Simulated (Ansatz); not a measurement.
**Geometry relaxation of CH$_{4}$AlF**

CH$_{4}$AlF, computed with RKS r2SCAN-D4/def2-SVP (Ansatz 0.2.0).

The input holds or restrains some coordinates. It belongs to a series of runs on one base structure; here: pulled along the bonds that form and break, towards end A. Figures and captions count atoms from 1; the log counts them from 0 in places.

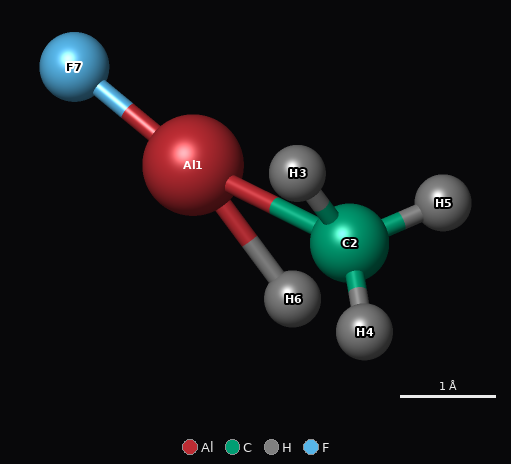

Fig. 1: The input geometry (ball-and-stick view, seen at a tilt; atoms are numbered from 1 in the order of the input). Sticks mark near contacts. Bond lengths as drawn: Al–C 2.17 Å, Al–F 1.69 Å, Al–H 1.76 Å and C–H 1.11 Å.

**Input**
```yaml
crystal:
  periodic: [false, false, false]
  atoms:
    - { symbol: Al, position_ang: [0.0, 0.0, 0.0] }
    - { symbol: C, position_ang: [1.4047, 0.0, 1.654] }
    - { symbol: H, position_ang: [0.4051, -0.3092, 2.0245] }
    - { symbol: H, position_ang: [2.1723, -0.7111, 2.0245] }
    - { symbol: H, position_ang: [1.6368, 1.0203, 2.0245] }
    - { symbol: H, position_ang: [1.7519, 0.0, 0.1685] }
    - { symbol: F, position_ang: [-1.4635, 0.0, -0.845] }
basis:
  gaussian: { orbitals: def2-SVP }
hamiltonian:
  xc: r2scan
  dispersion: d4
relax:
  f_tol: 0.15
  max_steps: 25
  restrain:
    - { distance: [1, 5], at: 2.31, k: 30.0 }
    - { distance: [0, 1], at: 1.97, k: 30.0 }
    - { distance: [0, 5], at: 1.56, k: 30.0 }
output:
  orbitals: {}
```

Machine: 1 thread of Intel Xeon (Granite Rapids), 32 GiB of memory available, shared host.

Launched with:
```bash
ansatz run input.yaml --threads 1 --pin off --max-ram 2048MiB --backend cpu --events-out ev --progress --plain --runs-dir out
```

**The program's output**
```
The last accepted step is kept in [file] (removed where the run ends without a failure and the disk answers)
Engine: ansatz 0.2.0, x86_64-unknown-linux-gnu
Functional definition: r2SCAN
  parameter k0 = 0.174
  parameter k1 = 0.065
  parameter a1 = 4.9479
  exchange = r2scan_x(k0 = k0, k1 = k1, a1 = a1)
  correlation = r2scan_c
731 factors; their error is unknown
mean field evaluation 1: about -10395.9262 eV, gradient 6.3e1 eV
mean field evaluation 2: about -10375.8366 eV, gradient 1.1e2 eV
mean field evaluation 4: about -10403.8804 eV, gradient 2.5e1 eV
mean field evaluation 8: about -10405.6577 eV, gradient 1.1e-1 eV
mean field evaluation 16: about -10405.6228 eV, gradient 5.4e-4 eV
mean field -10405.62277165 eV, -382.3995836738 hartree, gradient 2.2e-5 eV, S^2 0.000000; 0 other end points of the search recorded, 0 dependent functions left out
the calculation of the forces begins
reference -10405.62278412 eV, -382.3995841319 hartree; 16, 16 occupied and 50, 50 virtual orbitals, 731 factors
relax step   1: F+E_penalty+E_count = -10405.64170796 eV  Δ(F+E_penalty+E_count) = +0.000e0 eV  max|allowed force component| = 3.807e0 eV/Å  E_restraint = 10.43067699 eV  max|allowed force component, restraints' pulls added| = 2.072e1 eV/Å  Δτ_max = 0.0000 Å  (33 SCF iters, accepted)
  distance C 1 - H 5 = 1.5255 Å
  distance Al 0 - C 1 = 2.1700 Å
  distance Al 0 - H 5 = 1.7600 Å
these checks for a lower state are left out or cut short: starts, cluster_reference, orbital_swaps, neighbouring_geometries, increment
731 factors; their error is unknown
mean field -10405.39638212 eV, -382.3912640118 hartree, gradient 9.9e-6 eV, S^2 0.000000; 0 other end points of the search recorded, 0 dependent functions left out
[... from here on the field's lines of each further geometry are left out, up to the last ...]
relax step   2: F+E_penalty+E_count = -10405.41536395 eV  Δ(F+E_penalty+E_count) = +2.263e-1 eV  max|allowed force component| = 2.223e0 eV/Å  E_restraint = 4.37553377 eV  max|allowed force component, restraints' pulls added| = 1.543e1 eV/Å  Δτ_max = 0.1949 Å  (41 SCF iters, accepted)
relax step   3: F+E_penalty+E_count = -10406.54658573 eV  Δ(F+E_penalty+E_count) = -1.131e0 eV  max|allowed force component| = 3.230e0 eV/Å  E_restraint = 1.00173758 eV  max|allowed force component, restraints' pulls added| = 9.299e0 eV/Å  Δτ_max = 0.1949 Å  (35 SCF iters, accepted)
relax step   4: F+E_penalty+E_count = -10408.05289895 eV  Δ(F+E_penalty+E_count) = -1.506e0 eV  max|allowed force component| = 2.735e0 eV/Å  E_restraint = 0.04539295 eV  max|allowed force component, restraints' pulls added| = 2.735e0 eV/Å  Δτ_max = 0.1948 Å  (29 SCF iters, accepted)
relax step   5: F+E_penalty+E_count = -10409.01550698 eV  Δ(F+E_penalty+E_count) = -9.626e-1 eV  max|allowed force component| = 3.777e0 eV/Å  E_restraint = 0.14753200 eV  max|allowed force component, restraints' pulls added| = 3.804e0 eV/Å  Δτ_max = 0.1914 Å  (29 SCF iters, accepted)
relax step   6: F+E_penalty+E_count = -10409.63568109 eV  Δ(F+E_penalty+E_count) = -6.202e-1 eV  max|allowed force component| = 1.960e0 eV/Å  E_restraint = 0.32184693 eV  max|allowed force component, restraints' pulls added| = 2.041e0 eV/Å  Δτ_max = 0.1946 Å  (28 SCF iters, accepted)
relax step   7: F+E_penalty+E_count = -10409.61796947 eV  Δ(F+E_penalty+E_count) = +1.771e-2 eV  max|allowed force component| = 1.828e0 eV/Å  E_restraint = 0.19985132 eV  max|allowed force component, restraints' pulls added| = 1.023e0 eV/Å  Δτ_max = 0.1207 Å  (27 SCF iters, accepted)
relax step   8: F+E_penalty+E_count = -10409.63482367 eV  Δ(F+E_penalty+E_count) = -1.685e-2 eV  max|allowed force component| = 1.793e0 eV/Å  E_restraint = 0.13181921 eV  max|allowed force component, restraints' pulls added| = 7.097e-1 eV/Å  Δτ_max = 0.1043 Å  (27 SCF iters, accepted)
relax step   9: F+E_penalty+E_count = -10409.61619733 eV  Δ(F+E_penalty+E_count) = +1.863e-2 eV  max|allowed force component| = 1.733e0 eV/Å  E_restraint = 0.08601523 eV  max|allowed force component, restraints' pulls added| = 2.029e-1 eV/Å  Δτ_max = 0.0685 Å  (27 SCF iters, accepted)
the calculation of the forces begins
reference -10409.59672462 eV, -382.5456237515 hartree; 16, 16 occupied and 50, 50 virtual orbitals, 731 factors
relax step  10: F+E_penalty+E_count = -10409.61644360 eV  Δ(F+E_penalty+E_count) = -2.463e-4 eV  max|allowed force component| = 1.725e0 eV/Å  E_restraint = 0.08140047 eV  max|allowed force component, restraints' pulls added| = 5.628e-2 eV/Å  Δτ_max = 0.0390 Å  (28 SCF iters, accepted)
  distance C 1 - H 5 = 2.3744 Å
  distance Al 0 - C 1 = 1.9358 Å
  distance Al 0 - H 5 = 1.5499 Å
731 factors; their error is unknown
mean field evaluation 96: about -10409.6318 eV, gradient 1.2e-1 eV
```

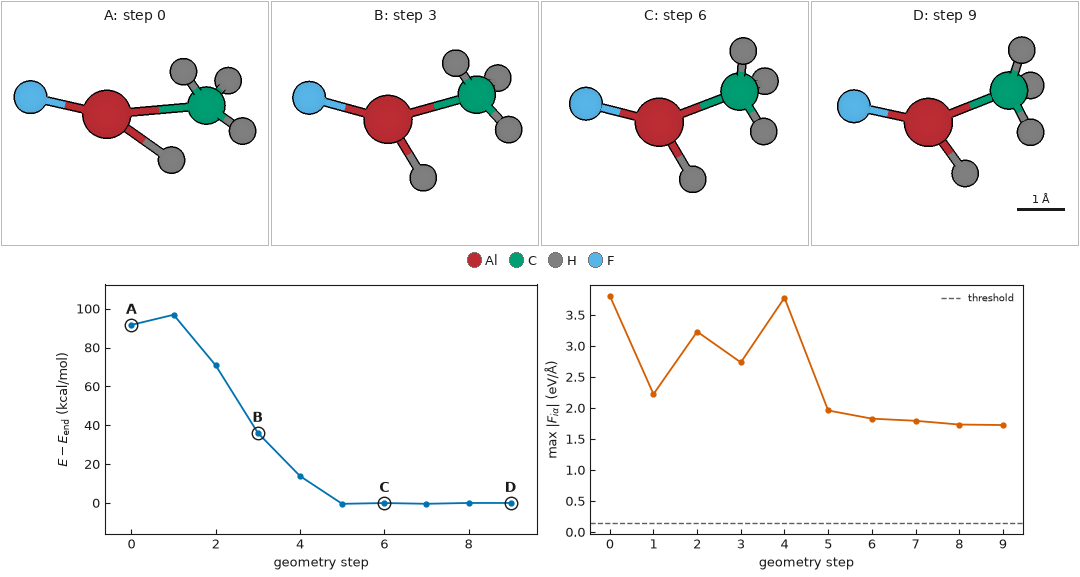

Fig. 2: Frames of the restrained relaxation (ball-and-stick view, seen at a tilt) above the curves, on which the letters mark them (the first geometry is step 0 here and step 1 in the log).

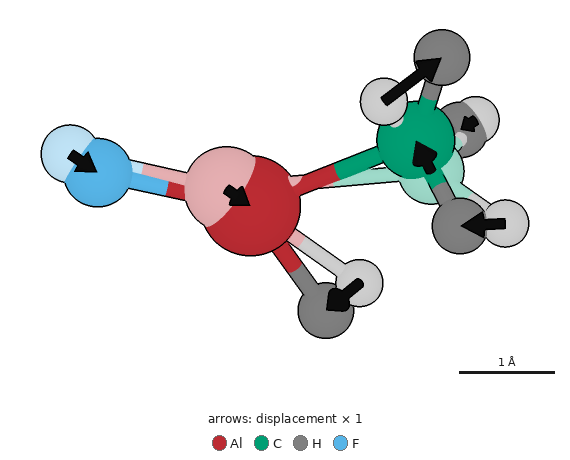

Fig. 3: Start (faint) and end (solid) with the displacements as black arrows, at true length (ball-and-stick view, seen at a tilt). The two geometries are laid on each other by the best rigid fit. The largest move after the best rigid fit is that of H3, 0.78 Å. By element the largest moves are H 0.78 Å, C 0.42 Å, F 0.35 Å, Al 0.32 Å. Among the contacts that change: Al1–C2 2.170 → 1.936 Å, Al1–H6 1.760 → 1.550 Å, Al1–F7 1.690 → 1.659 Å, C2–H3 1.110 → 1.101 Å. Among the angles that change: Al1–C2–H3 70.8° → 130.4°, C2–Al1–H6 44.2° → 85.1°, Al1–C2–H4 134.6° → 100.9°. The energy falls by 91.7 kcal/mol in 9 geometry steps. The largest force component goes from 3.8 to 1.7 eV/Å. (Atoms are counted from 1 in the order of the input.)

```
mean field -10409.59671370 eV, -382.5456233505 hartree, gradient 2.2e-5 eV, S^2 0.000000; 1 other end points of the search recorded, 0 dependent functions left out
the calculation of the forces begins
reference -10409.59672462 eV, -382.5456237515 hartree; 16, 16 occupied and 50, 50 virtual orbitals, 731 factors
Total energy: -10409.61645451 eV, -382.5463488117 hartree
Atom 0 at     0.321358     0.005575     0.024968 Å, force     0.718882     0.019153     0.911490 eV/Å
Atom 1 at     1.025127    -0.040110     1.827679 Å, force    -1.014690    -0.178198     0.825493 eV/Å
Atom 2 at     0.511299    -0.180365     2.790855 Å, force    -0.017069    -0.003955     0.023100 eV/Å
Atom 3 at     1.807110    -0.813725     1.727431 Å, force     0.017630    -0.019430    -0.001593 eV/Å
Atom 4 at     1.574045     0.918277     1.859118 Å, force     0.021480     0.023634    -0.000938 eV/Å
Atom 5 at     1.796730     0.208932    -0.404032 Å, force     0.296547     0.161705    -1.724988 eV/Å
Atom 6 at    -1.128370    -0.098584    -0.775020 Å, force    -0.022780    -0.002909    -0.032565 eV/Å
Dipole moment:     0.053928    -0.005086     0.127953 e Å
```

**Trajectory as extended XYZ (Å, eV, eV/Å), 10 frames, from step=1 to step=10**
```
7
Properties=species:S:1:pos:R:3:forces:R:3 step=1 energy=-10405.64171
Al    0.0000    0.0000    0.0000   -1.0933   0.0754  -2.4832
C     1.4047    0.0000    1.6540    3.8074   0.3328  -0.4627
H     0.4051   -0.3092    2.0245   -0.5747  -0.3067  -0.6857
H     2.1723   -0.7111    2.0245   -0.2911   0.0024   0.4980
H     1.6368    1.0203    2.0245   -0.1384  -0.0683  -0.0451
H     1.7519    0.0000    0.1685   -1.3410  -0.0140   2.7748
F    -1.4635    0.0000   -0.8450   -0.3689  -0.0215   0.4040
7
Properties=species:S:1:pos:R:3:forces:R:3 step=2 energy=-10405.41536
Al    0.0667    0.0021    0.0238    2.2233  -0.1083  -1.6127
C     1.3708    0.0019    1.7576    0.7362   0.6033  -0.5587
H     0.3708   -0.3206    2.0296   -1.3782  -0.5213   1.3524
H     2.1664   -0.7141    2.0442   -0.6155  -0.0658  -0.0130
H     1.6320    1.0313    2.0366   -0.3846   0.0736   0.3955
H     1.7356   -0.0002   -0.0257   -1.2082  -0.0274  -1.1325
F    -1.4350   -0.0005   -0.8151    0.6270   0.0458   1.5690
7
Properties=species:S:1:pos:R:3:forces:R:3 step=3 energy=-10406.54659
Al    0.1709   -0.0021    0.0447    1.5931   0.1579  -0.8811
C     1.3006    0.0128    1.8305   -0.3179  -0.2789  -0.3736
H     0.3317   -0.3311    2.0785   -1.3045  -0.4280   3.2305
H     2.1498   -0.7162    2.0348   -1.2283   0.4877  -0.8787
H     1.6186    1.0368    2.0481   -0.6124   0.1755   0.4085
H     1.7334   -0.0014   -0.2206   -0.2778  -0.1092  -3.1520
F    -1.3976    0.0012   -0.7651    2.1478  -0.0049   1.6465
7
Properties=species:S:1:pos:R:3:forces:R:3 step=4 energy=-10408.05290
Al    0.2586    0.0096    0.0773    0.8255   0.0224  -0.8707
C     1.2329   -0.0006    1.8491   -0.9614   0.6054  -0.6491
H     0.2914   -0.3498    2.2251   -0.3932  -0.0690   2.7348
H     2.0956   -0.6898    1.9808   -0.6934  -0.0401  -0.5509
H     1.5969    1.0398    2.0563   -0.8440  -0.5518   0.2838
H     1.7523   -0.0090   -0.4144   -0.1795   0.0080  -2.4635
F    -1.3204   -0.0002   -0.7233    2.2459   0.0251   1.5156
7
Properties=species:S:1:pos:R:3:forces:R:3 step=5 energy=-10409.01551
Al    0.3271    0.0104    0.0397    0.6244   0.0104  -0.1839
C     1.1824    0.0269    1.8004   -2.9343  -3.7771   0.3374
H     0.2900   -0.3201    2.4142    1.2498   0.5088   0.6745
H     2.0559   -0.6839    1.9367   -1.0084   0.4067  -0.5261
H     1.5213    0.9634    2.0574    0.6440   2.8403   0.9395
H     1.7715    0.0020   -0.5345    0.0403   0.0036  -2.0681
F    -1.2408    0.0013   -0.6628    1.3841   0.0072   0.8269
7
Properties=species:S:1:pos:R:3:forces:R:3 step=6 energy=-10409.63568
Al    0.3631   -0.0052    0.0015    0.6327   0.1011   0.6485
C     1.1069    0.0043    1.7909   -1.9596  -0.6794   1.4136
H     0.3699   -0.2954    2.5899    0.6901   0.3128  -0.1198
H     1.9443   -0.7175    1.8295   -0.0882   0.1077  -0.2136
H     1.5044    0.9951    2.0539    0.0525   0.1415  -0.0538
H     1.7966    0.0341   -0.5615    0.2789   0.0337  -1.8225
F    -1.1778   -0.0154   -0.6531    0.3935  -0.0173   0.1475
7
Properties=species:S:1:pos:R:3:forces:R:3 step=7 energy=-10409.61797
Al    0.3546    0.1023    0.0073    0.3666  -0.6256   0.7443
C     1.0667   -0.0100    1.8015   -1.5948  -0.0439   1.2986
H     0.3901   -0.2388    2.6648    0.5518   0.2036  -0.2048
H     1.8641   -0.7718    1.7602   -0.0799  -0.0487  -0.1536
H     1.5804    0.9505    1.9896   -0.0178   0.0067   0.0582
H     1.8080    0.0998   -0.4968    0.3923   0.2740  -1.8280
F    -1.1566   -0.1321   -0.6757    0.3818   0.2340   0.0853
7
Properties=species:S:1:pos:R:3:forces:R:3 step=8 energy=-10409.63482
Al    0.3449    0.0511    0.0101    0.2421  -0.2678   0.8768
C     1.0341   -0.0179    1.8174   -0.9383  -0.0141   0.9518
H     0.4577   -0.2191    2.7418    0.1981   0.0511  -0.1053
H     1.8342   -0.7800    1.7053   -0.1679   0.0955   0.0489
H     1.5704    0.9490    1.9419   -0.0933  -0.1865  -0.0401
H     1.8148    0.1282   -0.4418    0.4143   0.2071  -1.7933
F    -1.1488   -0.1112   -0.7236    0.3450   0.1147   0.0613
7
Properties=species:S:1:pos:R:3:forces:R:3 step=9 energy=-10409.61620
Al    0.3279    0.0087    0.0190    0.5127   0.0159   0.8651
C     1.0206   -0.0296    1.8255   -0.8348  -0.1121   0.9182
H     0.5039   -0.1979    2.7877    0.0600   0.0110  -0.1087
H     1.8149   -0.7945    1.7010   -0.1019   0.0713   0.0754
H     1.5687    0.9355    1.8894   -0.0942  -0.1491  -0.0493
H     1.8099    0.1724   -0.4071    0.2837   0.1480  -1.7329
F    -1.1385   -0.0946   -0.7645    0.1746   0.0151   0.0322
7
Properties=species:S:1:pos:R:3:forces:R:3 step=10 energy=-10409.61644
Al    0.3214    0.0056    0.0250    0.7189   0.0192   0.9115
C     1.0251   -0.0401    1.8277   -1.0147  -0.1782   0.8255
H     0.5113   -0.1804    2.7909   -0.0171  -0.0040   0.0231
H     1.8071   -0.8137    1.7274    0.0176  -0.0194  -0.0016
H     1.5740    0.9183    1.8591    0.0215   0.0236  -0.0009
H     1.7967    0.2089   -0.4040    0.2965   0.1617  -1.7250
F    -1.1284   -0.0986   -0.7750   -0.0228  -0.0029  -0.0326
```

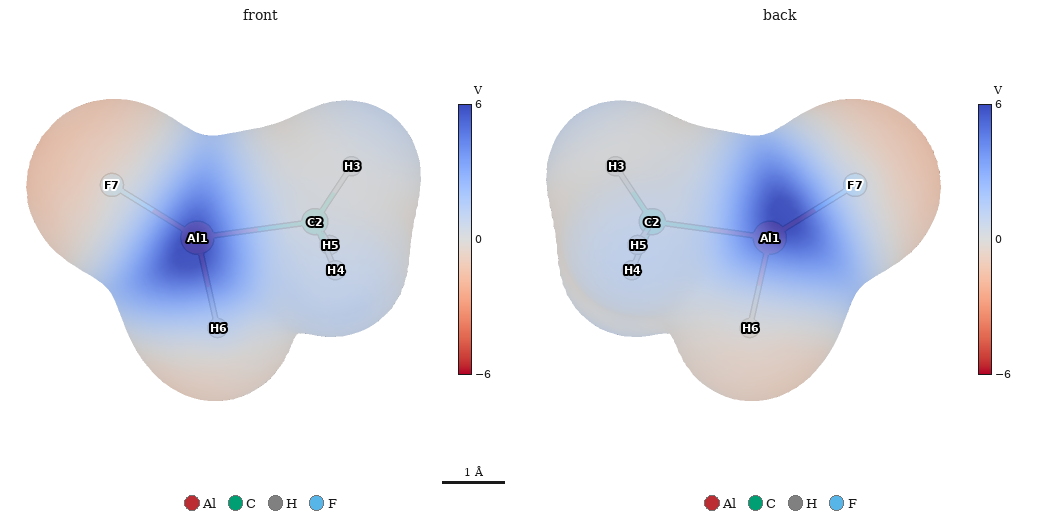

Fig. 4: The molecular electrostatic potential painted on the density surface at 0.004 e/bohr³, seen at a tilt and from behind; the colour scale runs from red (negative) to blue (positive). A positive charge is drawn to the negative regions and a negative charge to the positive ones.

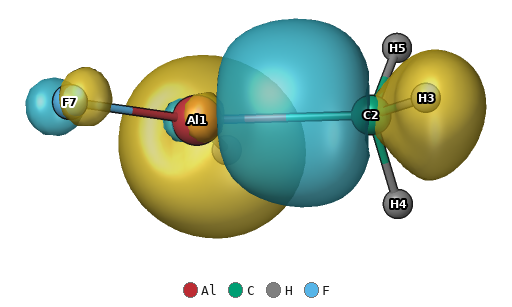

Fig. 5: One frontier orbital at ±0.15 Å⁻³ᐟ² (yellow and cyan are the two phases), seen from the side. The HOMO, at −6.63 eV. By Hirshfeld shares it lies mainly on C2 (35 %), Al1 (25 %) and H6 (25 %).

**Key numbers**

```json
{"quantity": "outcome", "value": "converged under the restraints of the input"}
{"quantity": "total energy", "value": "−10409.6165 eV"}
{"quantity": "mean-field energy", "value": "−10409.5967 eV"}
{"quantity": "largest force (length of the vector) at the end, held atoms and coordinates included", "value": "1.758 eV/Å"}
{"quantity": "wall time", "value": "18 s"}
{"quantity": "peak memory", "value": "0.17 GiB"}
```
